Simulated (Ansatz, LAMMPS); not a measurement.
# A frame of amorphous polystyrene (as short chains C42H46) from 300 K (176 atoms) under strain

Aim: relax a frame of amorphous polystyrene (as short chains C42H46) from 300 K (176 atoms), then change its volume and shape to read moduli from the stress.

Calculated with Ansatz 0.2.0; Kohn-Sham DFT, PBE+D4, PAW (set soft_2), plane waves.

## 1. The starting structure

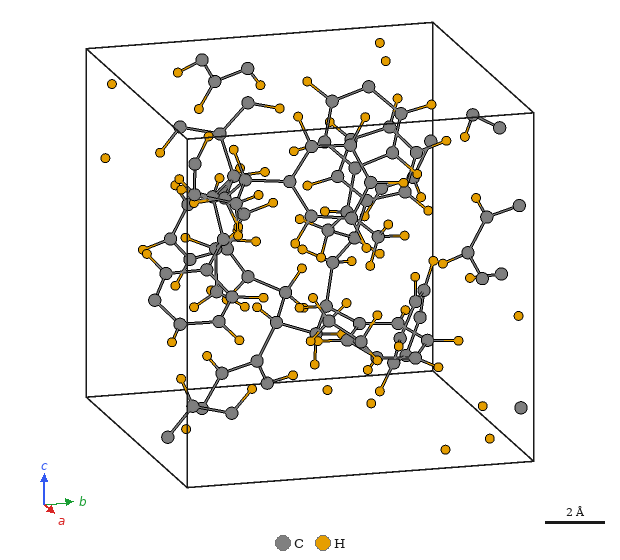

The cell as given, slightly off an axis (carbon grey, hydrogen orange). Bonds to atoms that aren't drawn are left out. Some periodic images of atoms are drawn too.

The cell holds 176 atoms: 84 C and 92 H. Cell: a = 12.279 Å, b = 12.279 Å, c = 12.279 Å, α = 90.0°, β = 90.0°, γ = 90.0°. 2 polystyrene chains of 5 units with methyl end groups placed at random, at 0.988 g/cm³; overlaps pushed apart, then 20 ps at 800 K with MMFF94 bonds, angles, torsions, charges and radii (Halgren, J. Comput. Chem. 17, 490 (1996)) in harmonic and 12-6 forms. Snapshot after 30 ps at 300 K and fixed volume.

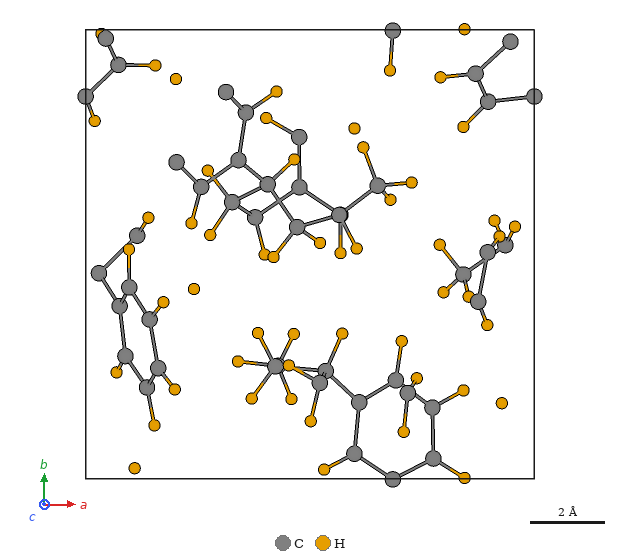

A slice 6 Å thick through the middle of the cell. Bonds to atoms that aren't drawn are left out.

Limits known from the start: The network of contacts between molecules at the start is that of the classical potential that made the cell, and needn't be the one that DFT or experiment would give. Only the Γ point is sampled.

## 2. Single point at the start

The forces at the start show how far the geometry lies from a minimum of this functional.

Input file input.yaml:

```yaml
crystal:
  lattice:
    - [12.27948, 0.0, 0.0]
    - [0.0, 12.27948, 0.0]
    - [0.0, 0.0, 12.27948]
  atoms:
    - { symbol: C, position: [0.84203, 0.45503, 0.40267] }
    - { symbol: C, position: [0.93548, 0.52041, 0.36219] }
    - { symbol: C, position: [0.02979, 0.45778, 0.31889] }
    - { symbol: C, position: [0.07587, 0.38477, 0.41574] }
    - { symbol: C, position: [0.08888, 0.27312, 0.39788] }
    - { symbol: C, position: [0.13692, 0.20326, 0.47429] }
    - { symbol: C, position: [0.16194, 0.24621, 0.57602] }
    - { symbol: C, position: [0.14278, 0.35488, 0.59631] }
    - { symbol: C, position: [0.09742, 0.42619, 0.51836] }
    - { symbol: C, position: [0.11512, 0.54149, 0.28914] }
    - { symbol: C, position: [0.21459, 0.48635, 0.23347] }
    - { symbol: C, position: [0.19505, 0.43609, 0.1211] }
    - { symbol: C, position: [0.13136, 0.48384, 0.03772] }
    - { symbol: C, position: [0.11918, 0.43108, 0.94149] }
    - { symbol: C, position: [0.15673, 0.32512, 0.92202] }
    - { symbol: C, position: [0.21181, 0.27244, 0.00213] }
    - { symbol: C, position: [0.22963, 0.3246, 0.10375] }
    - { symbol: C, position: [0.29909, 0.57596, 0.21616] }
    - { symbol: C, position: [0.37782, 0.58234, 0.31524] }
    - { symbol: C, position: [0.47664, 0.64942, 0.28582] }
    - { symbol: C, position: [0.56795, 0.58805, 0.26678] }
    - { symbol: C, position: [0.66272, 0.64566, 0.23643] }
    - { symbol: C, position: [0.664, 0.75656, 0.22751] }
    - { symbol: C, position: [0.57321, 0.81759, 0.25013] }
    - { symbol: C, position: [0.47609, 0.76119, 0.27757] }
    - { symbol: C, position: [0.32676, 0.61624, 0.42483] }
    - { symbol: C, position: [0.40588, 0.65601, 0.51281] }
    - { symbol: C, position: [0.34086, 0.70986, 0.59919] }
    - { symbol: C, position: [0.25764, 0.65028, 0.65117] }
    - { symbol: C, position: [0.20274, 0.70506, 0.73903] }
    - { symbol: C, position: [0.23631, 0.80656, 0.776] }
    - { symbol: C, position: [0.31292, 0.86155, 0.71825] }
    [... 138 atom lines left out ...]
    - { symbol: H, position: [0.20131, 0.89048, 0.33056] }
    - { symbol: H, position: [0.28377, 0.81905, 0.15753] }
    - { symbol: H, position: [0.16035, 0.80033, 0.99778] }
    - { symbol: H, position: [0.81528, 0.92705, 0.02258] }
    - { symbol: H, position: [0.81874, 0.85414, 0.89487] }
    - { symbol: H, position: [0.86268, 0.78538, 0.01396] }
kpoints:
  mp_grid: { grid: [1, 1, 1] }
hamiltonian:
  xc: pbe
  dispersion: d4
scf:
  occupations: { method: gaussian, width: 0.05 }
output:
  forces: true
```

Launch:

```console
> ansatz run input.yaml --threads 4 --pin off --max-ram 8192MiB --backend cpu --events-out ev --progress --plain --runs-dir out
```

Numbers of over 12 decimals in the logs are rounded to 6 here.

What it wrote:

```text
[...]
Pseudopotentials: kind: paw
Pseudopotential: C, paw, valence charge 4, recommended cutoff 420 eV (normal), C.paw.azcp
Pseudopotential: H, paw, valence charge 1, recommended cutoff 420 eV (normal), H.paw.azcp
[...]
Crystal: 176 atoms, lattice volume = 1851.569 Å³
Basis set: ecut = 420 eV, 36257 PW (Γ), exchange–correlation on 180×180×180 points (8 copies of the dense FFT grid, shifted against one another)
Bands: 390, of which v1, the nominal top of the filled ones, is band 214 counted from 1 (213 counted from 0)
Symmetry: 1 space group operations
Space group: P1 (ITA 1), of the structure as read, at distance tolerance 1.2e-4 Å
k-points: 1
[...]
Initial density: superposition of atomic densities (neutral atoms: chi_scale 0, normalization atom), corrected by the library's trained network
Initial wavefunctions: pseudopotential atomic-orbital guess
[...]
SCF iter   1: F=—  HF=-22553.660754 eV  |F-HF|=—  |Δ(HF+E_count)|=         —  Δρ=3.55e-3  dr2=3.47e-1  ethr=1.77e-3  ⟨swp⟩=6.0  Hψ=1792  notcnv=0  defer=76
preconditioner: auto → Resta (q_TF=auto, 2.137 Å⁻¹)  ε∞=2.4  [insulator: Δε(μ)=3.928 eV  Ē_g=15.046 eV  σ=0.050 eV  W_gap=1.00  n_scr=304 (ndim 8)  ℏωp=17.9 eV  f_vac=0.238  D(μ)=0.00/eV (n_scr^D=0)  ε∞_Penn≈2.4]
SCF iter   2: F=—  HF=-22553.642414 eV  |F-HF|=—  |Δ(HF+E_count)|=   1.83e-2  Δρ=1.72e-3  dr2=6.36e-2  ethr=8.10e-5  ⟨swp⟩=3.0  Hψ=668  notcnv=0  defer=166
SCF iter   3: F=—  HF=-22553.658269 eV  |F-HF|=—  |Δ(HF+E_count)|=   1.59e-2  Δρ=6.99e-4  dr2=1.33e-2  ethr=1.49e-5  ⟨swp⟩=2.0  Hψ=364  notcnv=0  defer=24
automatic band count: iteration 3 solves 248 bands in place of 390: the levels show a gap, and the empty bands left out lie too high to hold charge; the band table lists the bands solved (type scf.n_extra_bands for more)
SCF iter   4: F=—  HF=-22553.661035 eV  |F-HF|=—  |Δ(HF+E_count)|=   2.77e-3  Δρ=2.18e-4  dr2=1.62e-3  ethr=3.10e-6  ⟨swp⟩=2.0  Hψ=389  notcnv=0  defer=24
SCF iter   5: F=—  HF=-22553.661241 eV  |F-HF|=—  |Δ(HF+E_count)|=   2.05e-4  Δρ=9.11e-5  dr2=2.40e-4  ethr=3.80e-7  ⟨swp⟩=2.0  Hψ=426  notcnv=0  defer=24
SCF iter   6: F=—  HF=-22553.661244 eV  |F-HF|=—  |Δ(HF+E_count)|=   3.84e-6  Δρ=3.37e-5  dr2=3.05e-5  ethr=5.60e-8  ⟨swp⟩=2.0  Hψ=400  notcnv=0  defer=24
SCF iter   7: F=—  HF=-22553.663776 eV  |F-HF|=—  |Δ(HF+E_count)|=   2.53e-3  Δρ=1.33e-5  dr2=4.67e-6  ethr=7.12e-9  ⟨swp⟩=2.0  Hψ=454  notcnv=0  defer=27
SCF iter   8: F=—  HF=-22553.663775 eV  |F-HF|=—  |Δ(HF+E_count)|=   5.77e-7  Δρ=4.20e-6  dr2=3.74e-7  ethr=1.09e-9  ⟨swp⟩=2.0  Hψ=427  notcnv=0  defer=27
SCF iter   9: F=-22553.663775 eV  HF=-22553.663775 eV  |F-HF|=5.60e-8  |Δ(HF+E_count)|=   1.55e-7  Δρ=1.99e-6  dr2=9.65e-8  ethr=2.34e-11  ⟨swp⟩=4.0  Hψ=854  notcnv=0
SCF 1 converged in 9 iterations: F = -22553.663775 eV  dr2 = 9.65e-8
[...]
SCF converged after 9 iterations
Free energy (F): -22553.663775 eV
Harris-Foulkes:  -22553.663775 eV  (|F-HF|=5.60e-8)
Internal energy: -22553.663775 eV  (E = F + TS)
E sigma→0 (E₀):  -22553.663775 eV
Fermi energy:    1.533113 eV
--- Per-component energies (eV) ---
[...]
Σ components = -22553.663775   (vs F -22553.663775, Δ=0.00e0)
--- Forces (eV/Å), atoms counted from 1 ---
  atom   1  C     -1.91382488     1.11540256     0.23195214
  atom   2  C      0.23542071    -0.50558092     1.82272270
  atom   3  C      0.43588761    -0.98647582     1.41149502
  atom   4  C     -1.31269297     0.27424634    -1.92713083
[...]
atom 176  H     -0.02893520     0.30458980    -0.19927016
  max |Σ_I F_I| component: 5.47e-5 eV/Å
```

It took 10 s on 4 threads of Intel Xeon 6975P-C (Granite Rapids), shared host; peak memory 2.3 GiB; 35 s of CPU time.

The r.m.s. force at the start is 0.92 eV/Å.

## 3. Cell and atoms relaxed

The cell is relaxed with the atoms, since the starting lattice needn't suit this functional.

Input file input.yaml:

```yaml
crystal:
  lattice:
    - [12.27948, 0.0, 0.0]
    - [0.0, 12.27948, 0.0]
    - [0.0, 0.0, 12.27948]
  atoms:
    [... the 176 atom lines of step 2 ...]
kpoints:
  mp_grid: { grid: [1, 1, 1] }
hamiltonian:
  xc: pbe
  dispersion: d4
scf:
  occupations: { method: gaussian, width: 0.05 }
output:
  forces: true
relax:
  f_tol: 0.05
  max_steps: 150
  cell: {}
```

What it wrote:

```text
[...]
Crystal: 176 atoms, lattice volume = 1851.569 Å³
Basis set: ecut = 420 eV, 36257 PW (Γ), exchange–correlation on 180×180×180 points (8 copies of the dense FFT grid, shifted against one another)
Bands: 390, of which v1, the nominal top of the filled ones, is band 214 counted from 1 (213 counted from 0)
Symmetry: 1 space group operations
[...]
k-points: 1
[...]
SCF iter   1: F=—  HF=-22553.660754 eV  |F-HF|=—  |Δ(HF+E_count)|=         —  Δρ=3.55e-3  dr2=3.47e-1  ethr=1.77e-3  ⟨swp⟩=6.0  Hψ=1792  notcnv=0  defer=76
[...]
SCF iter   8: F=—  HF=-22553.663775 eV  |F-HF|=—  |Δ(HF+E_count)|=   4.74e-7  Δρ=4.11e-6  dr2=3.66e-7  ethr=1.01e-9  ⟨swp⟩=2.0  Hψ=427  notcnv=0  defer=169
SCF iter   9: F=-22553.663775 eV  HF=-22553.663775 eV  |F-HF|=4.56e-8  |Δ(HF+E_count)|=   1.52e-7  Δρ=1.84e-6  dr2=8.43e-8  ethr=2.34e-11  ⟨swp⟩=4.0  Hψ=986  notcnv=0
SCF 1 converged in 9 iterations: F = -22553.663775 eV  dr2 = 8.43e-8
[...]
relax step   1: F+E_penalty+E_count = -22553.66377509 eV  Δ(F+E_penalty+E_count) = +0.000e0 eV  max|allowed force component| = 3.240e0 eV/Å  Δτ_max = 0.0000 Å  P = +1.808 GPa  Ω = 1851.569 Å³  (9 SCF iters, dr2 threshold 1.00e-7 eV, accepted)
[... from here on, the SCF cycles and remarks between the steps are left out ...]
relax step   2: F+E_penalty+E_count = -22558.82332033 eV  Δ(F+E_penalty+E_count) = -5.160e0 eV  max|allowed force component| = 1.511e0 eV/Å  Δτ_max = 0.1998 Å  P = -0.348 GPa  Ω = 1889.882 Å³  energy of the carried Pulay correction = -8.042e-2 eV  (7 SCF iters, dr2 threshold 1.76e-5 eV, accepted)
relax step   3: F+E_penalty+E_count = -22559.92547108 eV  Δ(F+E_penalty+E_count) = -1.102e0 eV  max|allowed force component| = 5.893e-1 eV/Å  Δτ_max = 0.1834 Å  P = -0.593 GPa  Ω = 1860.381 Å³  energy of the carried Pulay correction = -1.864e-2 eV  (7 SCF iters, dr2 threshold 1.76e-5 eV, accepted)
relax step   4: F+E_penalty+E_count = -22560.23255443 eV  Δ(F+E_penalty+E_count) = -3.071e-1 eV  max|allowed force component| = 1.426e-1 eV/Å  Δτ_max = 0.2000 Å  P = -0.124 GPa  Ω = 1827.876 Å³  energy of the carried Pulay correction = +5.057e-2 eV  (7 SCF iters, dr2 threshold 1.76e-5 eV, accepted)
relax step   5: F+E_penalty+E_count = -22560.36697800 eV  Δ(F+E_penalty+E_count) = -1.344e-1 eV  max|allowed force component| = 1.692e-1 eV/Å  Δτ_max = 0.1736 Å  P = -0.037 GPa  Ω = 1803.305 Å³  energy of the carried Pulay correction = +1.037e-1 eV  (8 SCF iters, dr2 threshold 1.27e-6 eV, accepted)
relax step   6: F+E_penalty+E_count = -22560.43804293 eV  Δ(F+E_penalty+E_count) = -7.106e-2 eV  max|allowed force component| = 1.025e-1 eV/Å  Δτ_max = 0.1873 Å  P = -0.040 GPa  Ω = 1790.742 Å³  energy of the carried Pulay correction = +1.312e-1 eV  (8 SCF iters, dr2 threshold 1.79e-6 eV, accepted)
relax step   7: F+E_penalty+E_count = -22560.47868159 eV  Δ(F+E_penalty+E_count) = -4.064e-2 eV  max|allowed force component| = 5.208e-2 eV/Å  Δτ_max = 0.1947 Å  P = -0.057 GPa  Ω = 1785.723 Å³  energy of the carried Pulay correction = +1.422e-1 eV  (8 SCF iters, dr2 threshold 6.57e-7 eV, accepted)
relax step   8: F+E_penalty+E_count = -22560.50235552 eV  Δ(F+E_penalty+E_count) = -2.367e-2 eV  max|allowed force component| = 7.407e-2 eV/Å  Δτ_max = 0.1644 Å  P = -0.081 GPa  Ω = 1781.798 Å³  energy of the carried Pulay correction = +1.508e-1 eV  (9 SCF iters, dr2 threshold 1.69e-7 eV, accepted)
relax step   9: F+E_penalty+E_count = -22560.50500627 eV  Δ(F+E_penalty+E_count) = -2.651e-3 eV  max|allowed force component| = 5.611e-2 eV/Å  Δτ_max = 0.0675 Å  P = +0.045 GPa  Ω = 1783.916 Å³  energy of the carried Pulay correction = +1.461e-1 eV  (8 SCF iters, dr2 threshold 3.43e-7 eV, accepted)
relax step  10: F+E_penalty+E_count = -22560.51721597 eV  Δ(F+E_penalty+E_count) = -1.221e-2 eV  max|allowed force component| = 4.914e-2 eV/Å  Δτ_max = 0.1127 Å  P = -0.076 GPa  Ω = 1781.101 Å³  energy of the carried Pulay correction = +1.523e-1 eV  (8 SCF iters, dr2 threshold 1.97e-7 eV, accepted)
relax step  11: F+E_penalty+E_count = -22560.52119681 eV  Δ(F+E_penalty+E_count) = -3.981e-3 eV  max|allowed force component| = 4.390e-2 eV/Å  Δτ_max = 0.1072 Å  P = +0.002 GPa  Ω = 1782.053 Å³  energy of the carried Pulay correction = +1.502e-1 eV  (9 SCF iters, dr2 threshold 3.57e-8 eV, accepted)
relax step  12: F+E_penalty+E_count = -22560.52751625 eV  Δ(F+E_penalty+E_count) = -6.319e-3 eV  max|allowed force component| = 4.481e-2 eV/Å  Δτ_max = 0.1349 Å  P = -0.043 GPa  Ω = 1781.753 Å³  energy of the carried Pulay correction = +1.509e-1 eV  (10 SCF iters, accepted)
relax step  13: F+E_penalty+E_count = -22560.53291493 eV  Δ(F+E_penalty+E_count) = -5.399e-3 eV  max|allowed force component| = 4.366e-2 eV/Å  Δτ_max = 0.1486 Å  P = -0.016 GPa  Ω = 1781.515 Å³  energy of the carried Pulay correction = +1.514e-1 eV  (10 SCF iters, dr2 threshold 6.76e-9 eV, accepted)
[...]
relax step  17: F+E_penalty+E_count = -22560.49706087 eV  Δ(F+E_penalty+E_count) = -5.768e-2 eV  max|allowed force component| = 8.080e-2 eV/Å  Δτ_max = 0.1949 Å  P = -0.173 GPa  Ω = 1760.374 Å³  energy of the carried Pulay correction = +4.364e-2 eV  (9 SCF iters, dr2 threshold 7.82e-8 eV, accepted)
relax step  18: F+E_penalty+E_count = -22560.52233652 eV  Δ(F+E_penalty+E_count) = -2.528e-2 eV  max|allowed force component| = 2.685e-1 eV/Å  Δτ_max = 0.1909 Å  P = +0.522 GPa  Ω = 1735.416 Å³  energy of the carried Pulay correction = +9.564e-2 eV  (8 SCF iters, dr2 threshold 4.08e-7 eV, rejected (line search))
relax step  19: F+E_penalty+E_count = -22560.52014923 eV  Δ(F+E_penalty+E_count) = -2.309e-2 eV  max|allowed force component| = 3.132e-2 eV/Å  Δτ_max = 0.0873 Å  P = +0.048 GPa  Ω = 1755.500 Å³  energy of the carried Pulay correction = +5.322e-2 eV  (11 SCF iters, accepted)
relax step  20: F+E_penalty+E_count = -22560.52827338 eV  Δ(F+E_penalty+E_count) = -8.124e-3 eV  max|allowed force component| = 2.023e-2 eV/Å  Δτ_max = 0.0644 Å  P = +0.034 GPa  Ω = 1753.144 Å³  energy of the carried Pulay correction = +5.773e-2 eV  (9 SCF iters, dr2 threshold 1.76e-8 eV, accepted)
relax step  21: F+E_penalty+E_count = -22560.53869925 eV  Δ(F+E_penalty+E_count) = -1.043e-2 eV  max|allowed force component| = 3.345e-2 eV/Å  Δτ_max = 0.0986 Å  P = -0.037 GPa  Ω = 1749.282 Å³  energy of the carried Pulay correction = +6.544e-2 eV  (10 SCF iters, dr2 threshold 1.06e-8 eV, accepted)
relax step  22: F+E_penalty+E_count = -22560.54132682 eV  Δ(F+E_penalty+E_count) = -2.628e-3 eV  max|allowed force component| = 1.714e-2 eV/Å  Δτ_max = 0.0464 Å  P = -0.048 GPa  Ω = 1749.078 Å³  energy of the carried Pulay correction = +6.583e-2 eV  (9 SCF iters, dr2 threshold 1.48e-8 eV, accepted)
relax step  23: F+E_penalty+E_count = -22560.54325435 eV  Δ(F+E_penalty+E_count) = -1.928e-3 eV  max|allowed force component| = 1.672e-2 eV/Å  Δτ_max = 0.0511 Å  P = -0.029 GPa  Ω = 1749.015 Å³  energy of the carried Pulay correction = +6.595e-2 eV  (9 SCF iters, dr2 threshold 9.04e-9 eV, accepted)
relax step  24: F+E_penalty+E_count = -22560.49667890 eV  Δ(F+E_penalty+E_count) = +4.658e-2 eV  max|allowed force component| = 1.674e-2 eV/Å  Δτ_max = 0.0000 Å  P = -0.047 GPa  Ω = 1749.015 Å³  stress off target by 1.24e-1 GPa  SCF on the basis re-selected at this cell (its energy is not comparable with the rows above)  (5 SCF iters)
relax step  25: F+E_penalty+E_count = -22560.53457761 eV  Δ(F+E_penalty+E_count) = -3.790e-2 eV  max|allowed force component| = 7.951e-2 eV/Å  Δτ_max = 0.1947 Å  P = -0.100 GPa  Ω = 1734.959 Å³  energy of the carried Pulay correction = +3.017e-2 eV  (10 SCF iters, dr2 threshold 3.82e-8 eV, accepted)
relax step  26: F+E_penalty+E_count = -22560.54440675 eV  Δ(F+E_penalty+E_count) = -9.829e-3 eV  max|allowed force component| = 7.206e-2 eV/Å  Δτ_max = 0.0276 Å  P = +0.094 GPa  Ω = 1731.470 Å³  energy of the carried Pulay correction = +3.752e-2 eV  (7 SCF iters, dr2 threshold 3.95e-7 eV, accepted)
relax step  27: F+E_penalty+E_count = -22560.53749492 eV  Δ(F+E_penalty+E_count) = +6.912e-3 eV  max|allowed force component| = 3.052e-2 eV/Å  Δτ_max = 0.0319 Å  P = -0.009 GPa  Ω = 1735.379 Å³  energy of the carried Pulay correction = +2.932e-2 eV  (7 SCF iters, dr2 threshold 3.25e-7 eV, accepted)
relax step  28: F+E_penalty+E_count = -22560.51362577 eV  Δ(F+E_penalty+E_count) = +2.387e-2 eV  max|allowed force component| = 3.040e-2 eV/Å  Δτ_max = 0.0000 Å  P = -0.016 GPa  Ω = 1735.379 Å³  stress off target by 8.27e-2 GPa  SCF on the basis re-selected at this cell (its energy is not comparable with the rows above)  (5 SCF iters)
relax step  29: F+E_penalty+E_count = -22560.53684432 eV  Δ(F+E_penalty+E_count) = -2.322e-2 eV  max|allowed force component| = 4.841e-2 eV/Å  Δτ_max = 0.1310 Å  P = -0.055 GPa  Ω = 1726.986 Å³  energy of the carried Pulay correction = +1.833e-2 eV  (10 SCF iters, dr2 threshold 1.71e-8 eV, accepted)
relax step  30: F+E_penalty+E_count = -22560.53738135 eV  Δ(F+E_penalty+E_count) = -5.370e-4 eV  max|allowed force component| = 6.474e-3 eV/Å  Δτ_max = 0.0124 Å  P = +0.002 GPa  Ω = 1727.258 Å³  energy of the carried Pulay correction = +1.771e-2 eV  (8 SCF iters, dr2 threshold 1.60e-8 eV, accepted)
relax step  31: F+E_penalty+E_count = -22560.52439980 eV  Δ(F+E_penalty+E_count) = +1.298e-2 eV  max|allowed force component| = 6.735e-3 eV/Å  Δτ_max = 0.0000 Å  P = -0.001 GPa  Ω = 1727.258 Å³  stress off target by 2.44e-2 GPa  SCF on the basis re-selected at this cell (its energy is not comparable with the rows above)  (4 SCF iters)
[...]
SCF converged after 4 iterations
Free energy (F): -22560.524400 eV
[...]
Internal energy: -22560.524400 eV  (E = F + TS)
E sigma→0 (E₀):  -22560.524400 eV
Fermi energy:    1.966945 eV
[...]
Σ components = -22560.524400   (vs F -22560.524400, Δ=0.00e0)
--- Forces (eV/Å), atoms counted from 1 ---
  atom   1  C      0.00290488    -0.00110714    -0.00046769
  atom   2  C     -0.00150991     0.00427025    -0.00133840
  atom   3  C      0.00389938    -0.00203545     0.00113125
  atom   4  C     -0.00137397     0.00116352    -0.00161629
[...]
atom 176  H      0.00176308    -0.00115897    -0.00018340
  max |Σ_I F_I| component: 9.52e-6 eV/Å
--- Stress (GPa, compression-positive) ---
       -0.008328       0.002947      -0.004808
        0.002947      -0.000480      -0.020213
       -0.004808      -0.020214       0.006296
  P = ⅓ Tr σ = -0.0008 GPa (-0.008 kbar)
--- Relaxed structure (27 steps of the walk, 26 accepted, 4 SCFs on fresh bases) ---
  F+E_penalty+E_count = -22560.52439980 eV   max|allowed force component| = 6.735e-3 eV/Å   (the final SCF, on the basis selected at the relaxed cell)
  cell:  # Å, volume = 1727.2584 Å³
    - [12.368952, 0.050232, -0.127768]
    - [0.050232, 11.701068, -0.731446]
    - [-0.127768, -0.731446, 11.981542]
  atoms:
    - { symbol: C, position: [0.826033, 0.446908, 0.324990] }
    - { symbol: C, position: [0.922902, 0.517600, 0.298364] }
    - { symbol: C, position: [0.028803, 0.448210, 0.279179] }
    - { symbol: C, position: [0.059260, 0.386535, 0.379356] }
[...]
- { symbol: H, position: [0.815209, 0.802207, 0.018551] }
```

It took 5.5 min on 4 threads; peak memory 2.3 GiB.

The relaxation converged after 27 steps, with a largest force component of 0.0067 eV/Å.

(Continued in part 2 of 3.)

[Logs are printed without paths, hosts, clocks, repeated set-up lines and the standing remarks that a program may print on its own settings, such as how far it seeks lower states.]

[Hosts, paths, dates, database ids (printed as entryN), source tags and the programs' standing remarks are cut or masked in the printed files.]

[The MMFF94 radii named for the starting cell were scaled by 0.96; in molecules described by MMFF94, hydrogen bound to N, O or S took a small fixed 12-6 site in their place.]
